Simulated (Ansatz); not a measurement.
```xyz
10

N    -1.7966    0.2939   -0.6486
Ga   -0.1221   -0.1248   -0.0491
N     0.2062   -1.9214    0.0076
Ga    1.5293    1.5651    0.6165
H    -2.4478   -0.3844   -1.0075
H    -2.0981    1.2320   -0.8454
H     1.0319   -2.3230    0.4157
H    -0.4909   -2.6232   -0.1776
H     2.5659    2.1738   -0.4048
H     1.6222    2.1121    2.0931
```

Geometry: PBE0-D4/def2-TZVP.

These are results of Ansatz, RKS PBE0-D4/def2-TZVPP, not measurements.

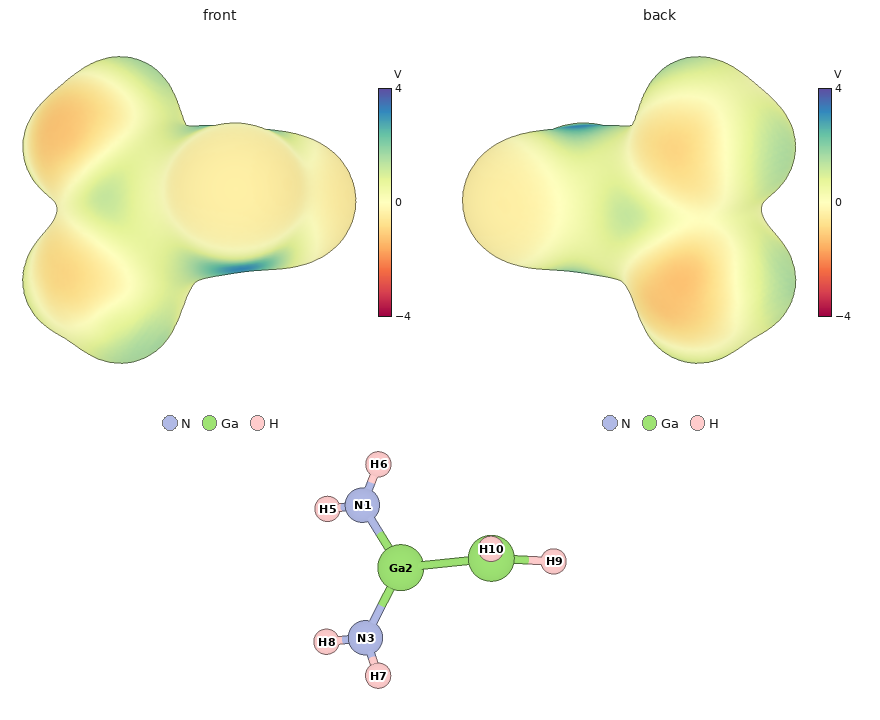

Ga₂H₆N₂ (SMILES [NH2][Ga]([NH2])[GaH2]). The molecular electrostatic potential painted on the density surface at 0.002 e/bohr³, seen from the front and from behind; red is negative and blue positive. The bare structure is drawn below in the same view.

Describe the electrostatic potential map.

The most negative region (about −1.2 V) lies over N1 and N3, the most positive (about +3.0 V) over Ga4.
